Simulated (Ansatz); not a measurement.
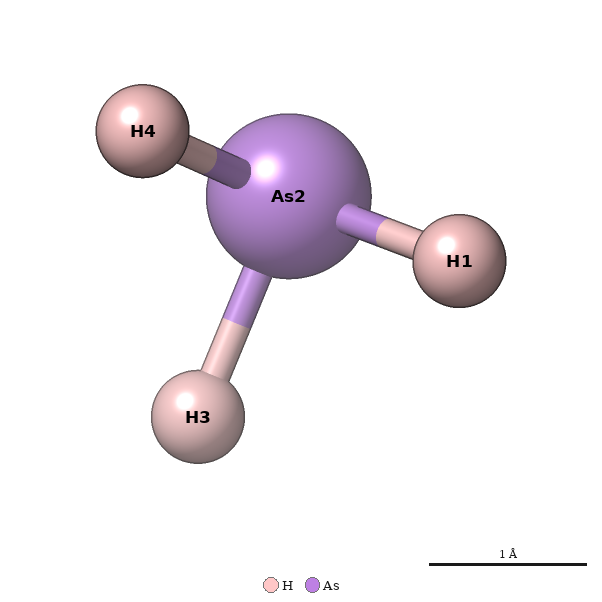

Orthographic view. Distant atoms are faded towards the background colour. The computed structure is the end point of a PBE0-D4/def2-TZVP optimisation.

Give the geometry as a Z-matrix, atoms in numerical order, with these reference atoms: 2 to 1; 3 to 2, 1; 4 to 2, 1, 3.

```
H  
As   1   1.522
H    2   1.522   1    92.0
H    2   1.522   1    92.0   3    92.1
```
